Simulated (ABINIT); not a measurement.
# CaGaSiH (P3m1): a self-consistent loop beyond G0W0, cycle by cycle, part 3 of 3

How far does self-consistency move the gap of CaGaSiH (P3m1)?

ABINIT 10.8.3; LDA and many-body steps on it, plane waves. Known limits of the many-body steps: not at the basis limit; mesh may overstate the screening; no spin-orbit coupling; coarse k mesh.

So far. Step 8 (evGW0, cycle 4): Against the cycle before, the gap moves by −0.002 eV. Step 11 (evGW, cycle 1): Against G0W0 in ABINIT (3×3×2 mesh, 63 bands, screening to 106.1 eV, Godby-Needs plasmon pole), the gap moves by +0.166 eV.

### Step 13. Screening, 3×3×2 mesh, 63 bands, screening to 106.1 eV

This step: RPA screening on LDA from quasiparticle energies, plane waves, norm-conserving pseudopotentials.

Input file run.abi:

```
acell 3*1.0 Angstrom
rprim 
  4.091099999987 0.000000000003 0.000000000000
  -2.045549999996 3.542996529410 0.000000000000
  0.000000000000 0.000000000000 4.762800000000
ntypat 4
znucl 20 31 14 1
natom 4
typat 1 2 3 4
xred 
  0.333333333333 0.666666666667 0.000000000000
  -0.000000000000 0.000000000000 0.556800000000
  0.666666666667 0.333333333333 0.433700000000
  -0.000000000000 0.000000000000 0.925000000000
pp_dirpath "pseudos"
pseudos "Ca.upf, Ga.upf, Si.upf, H.upf"
ecut 45
ngkpt 3 3 2
nshiftk 1
shiftk 0 0 0
kptopt 1
chksymbreak 0
istwfk *1
occopt 1
irdwfk 1
optdriver 3
nband 63
ecuteps 3.9
inclvkb 2
awtr 1
symchi 1
irdqps 1
gwcalctyp 10
nqptdm 5
qptdm 
  0.3333333333 0.0000000000 0.0000000000
  0.3333333333 0.3333333333 0.0000000000
  0.0000000000 0.0000000000 0.5000000000
  0.3333333333 0.0000000000 0.5000000000
  0.3333333333 0.3333333333 0.5000000000
indata_prefix "in"
outdata_prefix "out"
tmpdata_prefix "tmp"
```

Input file mrgscr.stdin:

```
2
merged
q0_SCR
out_SCR
1
```

Launch:

```bash
OMP_NUM_THREADS=1 mpirun -n 4 abinit run.abi > log; mrgscr < mrgscr.stdin
```

Numbers of over 12 decimals in the logs are rounded to 6 here.

The log of the run:

```text
.Version 10.8.3 of ABINIT. v10.8.2 released Aug 2026.

 Symmetries : space group P3 m 1 (#156); Bravais hP (primitive hexag.)
[... echo of the input left out ...]
== DATASET  1 ==================================================================
-   mpi_nproc: 4, omp_nthreads: 1 (-1 if OMP is not activated)

--- !DatasetInfo
iteration_state: {dtset: 1, }
dimensions: {natom: 4, nkpt: 6, mband: 63, nsppol: 1, nspinor: 1, nspden: 1, mpw: 6732, }
cutoff_energies: {ecut:  45.0, pawecutdg:  -1.0, }
[...]
q-point number  1        q = ( 0.333333, 0.000000, 0.000000) [r.l.u.]
--------------------------------------------------------------------------------
[... chi0 elements left out ...]
  Average fulfillment of the sum rule on Im[epsilon] for q-point    2 :     42.14  [%]

--------------------------------------------------------------------------------
  q-point number  2        q = ( 0.333333, 0.333333, 0.000000) [r.l.u.]
--------------------------------------------------------------------------------
[... chi0 elements left out ...]
  Average fulfillment of the sum rule on Im[epsilon] for q-point    3 :     39.50  [%]

 [... 3 further q-points ...]
```

It took 7 s on 4 MPI ranks of Arm Neoverse V2, shared host; peak memory 0.62 GiB.

Numbers from this step:

```
plasma frequency                    : 26.81 eV
plane waves in the screening matrix : 159
```

This screening reads the quasiparticle levels of the cycle before.

### Step 14. evGW, cycle 2

This step: evGW on LDA, plane waves, norm-conserving pseudopotentials.

run.abi: that of step 13 with these lines changed.

```diff
@@ -25,12 +25,10 @@
 irdwfk 1
-optdriver 3
+optdriver 4
 nband 63
-ecuteps 3.9
-inclvkb 2
-awtr 1
-symchi 1
-irdqps 1
 gwcalctyp 10
-nqptdm 5
-qptdm 
+ecutsigx 45
+symsigma 1
+nkptgw 6
+kptgw 
+  0.0000000000 0.0000000000 0.0000000000
   0.3333333333 0.0000000000 0.0000000000
@@ -40,2 +38,13 @@
   0.3333333333 0.3333333333 0.5000000000
+bdgw 
+  14 23
+  14 23
+  14 23
+  14 23
+  14 23
+  14 23
+ecuteps 3.9
+irdscr 1
+ppmodel 1
+irdqps 1
 indata_prefix "in"
```

Launch:

```bash
OMP_NUM_THREADS=1 mpirun -n 4 abinit run.abi > log
```

The log of the run:

```text
.Version 10.8.3 of ABINIT. v10.8.2 released Aug 2026.

 Symmetries : space group P3 m 1 (#156); Bravais hP (primitive hexag.)
[... echo of the input left out ...]
== DATASET  1 ==================================================================
-   mpi_nproc: 4, omp_nthreads: 1 (-1 if OMP is not activated)

--- !DatasetInfo
iteration_state: {dtset: 1, }
dimensions: {natom: 4, nkpt: 6, mband: 63, nsppol: 1, nspinor: 1, nspden: 1, mpw: 6732, }
cutoff_energies: {ecut:  45.0, pawecutdg:  -1.0, }
[...]
.  kptgw no:  4; Maximum DeltaE = (  -0.000   0.000) for band index:  2
.  kptgw no:  5; Maximum DeltaE = (  -0.003  -0.000) for band index:  1
.  kptgw no:  6; Maximum DeltaE = (  -0.001  -0.000) for band index:  9

== END DATASET(S) ==============================================================
================================================================================

 -outvars: echo values of variables after computation  --------
           etotal      0.0000000000E+00
            nband          63
             nkpt           6
          spgroup         156
 [... the other variables as echoed above ...]

 Calculation completed.
```

Wall time 17 s (4 MPI ranks); peak memory 1.1 GiB; 68 s of CPU time.

Numbers from this step:

* quasiparticle gap on the mesh: 1.263 eV
* gap of the density functional on the mesh: 0.3078 eV
* k of the valence top: 0, 0, 0.5
* k of the conduction bottom: 0.3333, 0, 0
* least direct quasiparticle gap on the computed points: 2.175 eV

Against the cycle before, the gap moves by +0.003 eV.

### Step 15. Side by side

Times are wall times on 4 MPI ranks of Arm Neoverse V2, shared host, good to a factor of about two. A run's time includes the screening step that it read.

```csv
run,mesh,bands,screening cutoff (eV),DFT gap (eV),gap on the mesh (eV),direct (eV),ε∞ used,time
G0W0,3×3×2,63,106.1,0.308,1.094,2.025,35.73,17 s
"evGW0, cycle 1",3×3×2,63,106.1,0.308,1.300,2.211,35.73,28 s
"evGW0, cycle 2",3×3×2,63,106.1,0.308,1.183,2.093,35.73,28 s
"evGW0, cycle 3",3×3×2,63,106.1,0.308,1.198,2.108,35.73,28 s
"evGW0, cycle 4",3×3×2,63,106.1,0.308,1.196,2.106,35.73,28 s
"evGW, cycle 1",3×3×2,63,106.1,0.308,1.260,2.173,26.77,31 s
"evGW, cycle 2",3×3×2,63,106.1,0.308,1.263,2.175,26.09,31 s
```

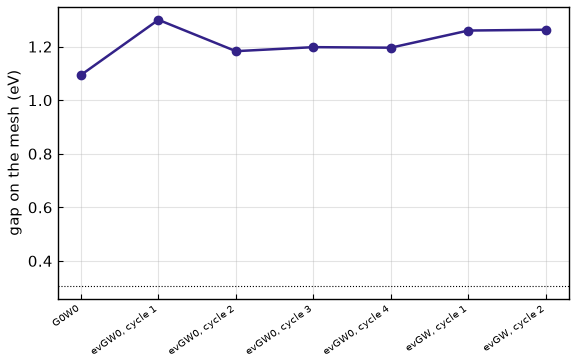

The gap through the cycles; the dotted line is the starting gap.

### Step 16. Summary of results

- G0W0: 1.094 eV
- evGW0, cycle 1: 1.300 eV
- evGW0, cycle 2: 1.183 eV
- evGW0, cycle 3: 1.198 eV
- evGW0, cycle 4: 1.196 eV
- evGW, cycle 1: 1.260 eV
- evGW, cycle 2: 1.263 eV
- known limits: not at the basis limit; mesh may overstate the screening; no spin-orbit coupling; coarse k mesh

**Reading.** Only the bands that the input lists are updated; the others, empty or deep, keep the functional's energies or take a rigid shift. The evGW loop starts from the last levels of evGW0, so its cycles and time come on top of those. evGW0 ends at 1.20 eV, +0.10 eV from G0W0, after 4 cycles that took 68 s beside the first screening; the last moved the gap by 0.002 eV. evGW ends at 1.26 eV, +0.17 eV from G0W0, after 2 cycles that took 63 s beside the first screening; the last moved the gap by 0.003 eV. The first cycle of evGW0 takes the full correction, without the factor Z, so it overshoots the one-shot value. Bands and cutoff are finite, so the gap is not at the basis limit. The miss can reach some tenths of an eV and take either sign; the mesh is an error of its own. A denser mesh or path gives a starting gap of 0.11 eV: the GW mesh misses a band edge, so its gaps are not the fundamental one. The 3×3×2 mesh is coarse for this cell, which bears on the long-range parts of exchange and screening. The RPA ε∞ on this mesh reaches over 25; with a narrow direct gap a coarse mesh can overstate it, and the correction is then too small. In the updated screening the q = 0 part is built from Kohn-Sham bands under a rigid shift, the other q from the quasiparticle levels. The many-body steps are scalar-relativistic: spin-orbit coupling is not in them.

[Paths, hosts, dates, memory and timing lines, banners, echoed tables and standing remarks are left out of the program output.]

[Logs are printed without paths, hosts, clocks, repeated set-up lines and the standing remarks that a program may print on its own settings, such as how far it seeks lower states.]

[Runs of the session that timed out or met a known fault of the program may be left out.]

[Hosts, paths, dates, database ids (printed as entryN), source tags and the programs' standing remarks are cut or masked in the printed files.]

[G0W0 gaps are taken among the corrected bands and points alone; a level outside them can change the order at an edge.]

[Where Ansatz stands beside ABINIT at settings called matched, ABINIT's density can come from a denser mesh and the files from another edition; pairs whose starting gaps differed by over 0.03 eV were left out, so agreement reads better than it is.]
